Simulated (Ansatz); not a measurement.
**Br₂GaH₂N (SMILES [NH2][Ga]([Br])[Br]): density, localisation and related maps**

```tsv
atom	x (Å)	y (Å)	z (Å)
Br	0.5781	-2.4906	-1.8005
Br	-1.3997	0.8972	-1.5122
Ga	-0.9022	-1.1656	-0.6935
N	-1.6723	-1.7438	0.8160
H	-2.3372	-1.1949	1.3458
H	-1.4863	-2.6519	1.2220
```

Geometry: PBE0-D4/def2-SVP.

Level of theory: isolated molecule in a Gaussian basis; Kohn-Sham density functional theory, functional PBE0 in Ansatz 0.2.0.

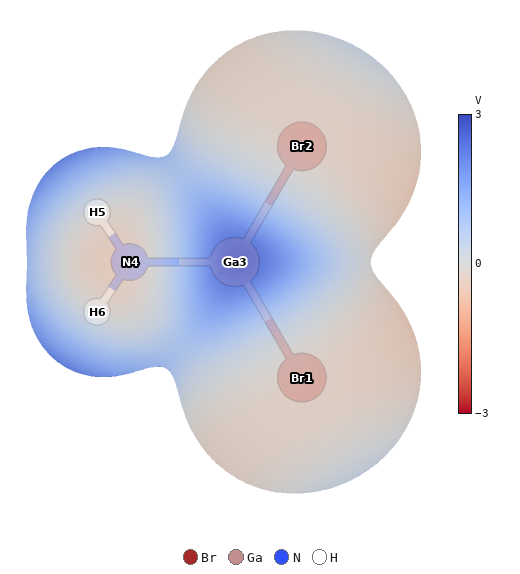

Figure 1. The molecular electrostatic potential painted on the density surface at 0.002 e/bohr³, seen across its widest extent; red is negative and blue positive.

**Where is the surface potential most negative and most positive?**

The most negative region (about −0.5 V) lies over Br1, Br2 and N4, the most positive (about +2.5 V) over Ga3. Br1 shows a σ-hole: about +0.3 V at the tip opposite its bond, against about −0.3 V on its flanks. Br2 shows a σ-hole: about +0.3 V at the tip opposite its bond, against about −0.3 V on its flanks.

**How polar is the molecule by this calculation?**

Its dipole moment is 2.33 D.

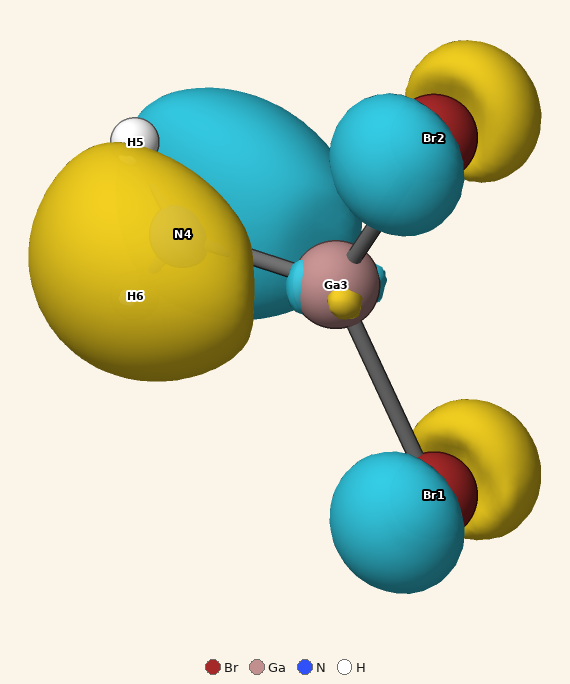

Figure 2. One frontier orbital at ±0.1 Å⁻³ᐟ² (yellow and cyan are the two phases), seen at a tilt.

**Which orbital is it: HOMO or LUMO?**

The HOMO, at −8.02 eV. By Hirshfeld shares it lies mainly on N4 (about 65 %), Ga3 (about 10 %), Br2 (about 10 %) and Br1 (about 10 %); it changes sign across the molecular plane (π type); π-antibonding (a node) across Br1–Ga3 and Br2–Ga3.

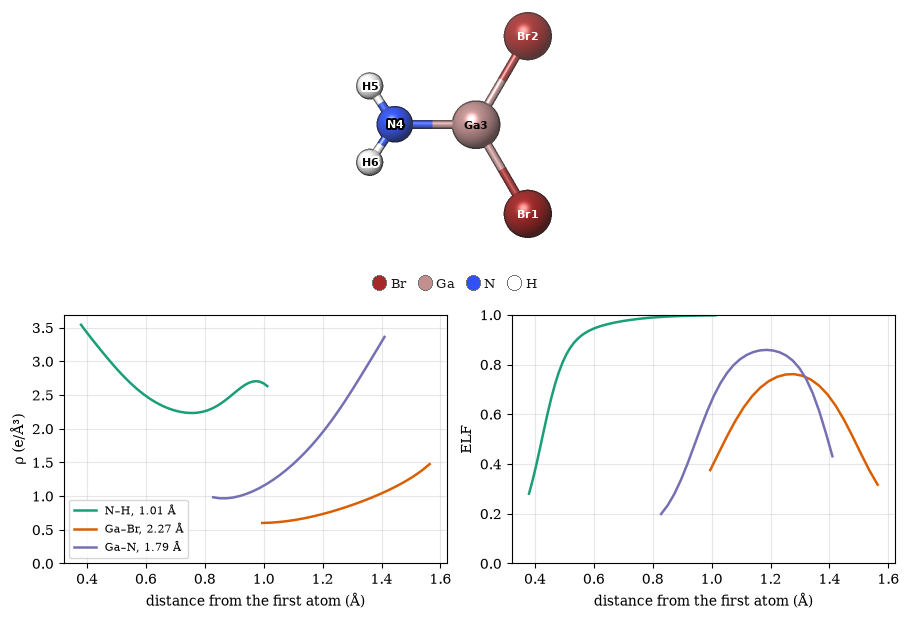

Figure 3. Total electron density and electron localisation function along straight lines between neighbouring atoms. The curves leave out the atomic cores. The structure is drawn too.

**Compare the contacts.**

N–H (1.01 Å): ρ is about 2.9 e/Å³ halfway; the ELF climbs to about 1 towards the hydrogen, as it does in any bond to H (an ordinary covalent bond to hydrogen).
Ga–Br (2.27 Å): ρ at the midpoint is about 0.67 e/Å³; the ELF peaks at about 0.75 in the valence shell of Br, 1.0 Å from its nucleus, and is about 0.65 at the midpoint.
Ga–N (1.79 Å): ρ is about 0.98 e/Å³ halfway; the ELF peaks at about 0.85 in the valence shell of N, 0.6 Å from its nucleus, and is about 0.35 at the midpoint.

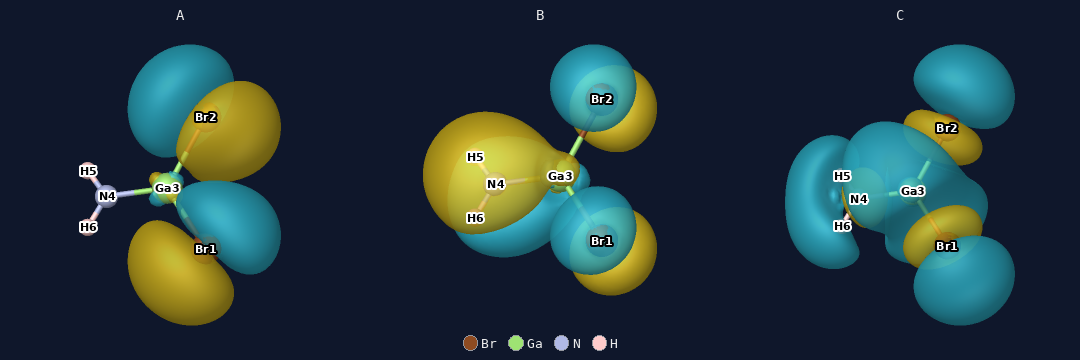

Figure 4. Three frontier orbitals at ±0.04 Å⁻³ᐟ² (yellow and cyan are the two phases), in no order.

**Which picture is the HOMO−1, the HOMO and the LUMO?**

A is the HOMO−1 (−8.49 eV). Its weight (Hirshfeld) is mainly on Br1 (about 45 %) and Br2 (about 45 %); it is symmetric in the molecular plane (an in-plane orbital: σ, lone-pair or in-plane π type); largely a combination of lone pairs on Br1 and Br2. B is the HOMO (−8.02 eV). Its weight (Hirshfeld) is mainly on N4 (about 65 %), Ga3 (about 10 %), Br2 (about 10 %) and Br1 (about 10 %); it changes sign across the molecular plane (π type); π-antibonding (a node) across Br1–Ga3 and Br2–Ga3. C is the LUMO (−1.47 eV). It lies mainly on Ga3 (about 40 %), Br1 (about 20 %), Br2 (about 20 %) and N4 (about 10 %); it is symmetric in the molecular plane (an in-plane orbital: σ, lone-pair or in-plane π type).

**What is the HOMO–LUMO gap?**

6.55 eV between the orbital energies.
